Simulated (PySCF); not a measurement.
# Two runs on NH₃

System: NH₃.
Method of run A: RKS PBE0-D4/def2-TZVPP, density fitting (PySCF 2.14.0).

The geometry comes from this level: PBE0-D4/def2-TZVP. Text and figures count atoms from 1; the logs count them from 0 in places.

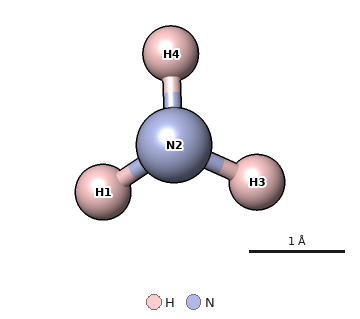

Figure 1. The structure as given in the input (ball-and-stick view, seen on its broad side; atoms are numbered from 1 in the order of the input). Bond lengths as drawn: H–N 1.01 Å.

## Input file, run A
```python
import json, numpy as np
from pyscf import gto, scf, dft, mp, cc
EV, BOHR = 27.211386245988, 0.529177210903
mol = gto.M(atom="""
H 0.704556 0.724976 -1.931794
N -0.175087 0.492931 -1.487203
H -0.758918 1.318871 -1.534521
H -0.617974 -0.217065 -2.057322
""", basis="def2-tzvpp", charge=0, spin=0, max_memory=8670, verbose=0)
def mean_field(mol, dm=None):
    mf = dft.RKS(mol, xc="pbe0").density_fit()
    mf.conv_tol = 1e-9; mf.grids.level = 4
    mf.kernel(dm0=dm)
    if not mf.converged: mf = mf.newton().run(mf.mo_coeff, mf.mo_occ)
    assert mf.converged
    return mf
def d4(mol):
    from pyscf.dispersion.dftd4 import DFTD4Dispersion
    real = gto.M(atom=[(mol.atom_pure_symbol(i), mol.atom_coord(i)) for i in range(4)], unit='B', charge=mol.charge, spin=None, basis='def2-svp', verbose=0)
    r = DFTD4Dispersion(real, xc="pbe0", atm=True).get_dispersion(grad=True); return r["energy"], r["gradient"]
def energy_and_gradient(mol, dm=None):
    mf = mean_field(mol, dm); e, g = d4(mol)
    return mf, (mf.e_tot + e) * EV, (mf.nuc_grad_method().kernel()[:4] + g) * EV / BOHR
out = {}
mf = mean_field(mol); e = d4(mol)[0]
out.update(energy=(mf.e_tot + e) * EV, converged=True, dispersion=e * EV)
out['s2'] = mf.spin_square()[0]; out['nelec'] = mol.nelec
print(f"Total energy {out['energy']:.6f} eV, <S^2> {out['s2']:.4f}")
json.dump(out, open("out.json", "w"), default=float)
```

Command:
```bash
OMP_NUM_THREADS=4 python run.py
```

Hardware: 4 threads of Arm Neoverse V1, 23 GiB of memory available, shared host.

## Output (run A)
```
Total energy -1537.881901 eV, <S^2> 0.0000
```

The input of run B differs as follows (lines with − go, lines with + come):
```diff
-    mf = dft.RKS(mol, xc="pbe0").density_fit()
+    mf = dft.RKS(mol, xc="pbe").density_fit()
-    r = DFTD4Dispersion(real, xc="pbe0", atm=True).get_dispersion(grad=True); return r["energy"], r["gradient"]
+    r = DFTD4Dispersion(real, xc="pbe", atm=True).get_dispersion(grad=True); return r["energy"], r["gradient"]
```

What does this change do to the results?

The total energies belong to different models, so their difference says nothing on which is more stable or more accurate. The functional changes from PBE0 to PBE.

## Output (run B)
```
Total energy -1537.747362 eV, <S^2> 0.0000
```

## The two runs side by side

| quantity | run A | run B |
| --- | --- | --- |
| outcome | converged | converged |
| total energy (hartree) | −56.516117 | −56.511173 |
| basis functions | 73 | 73 |
| wall time (shared host) | 1.5 s | 1.6 s |
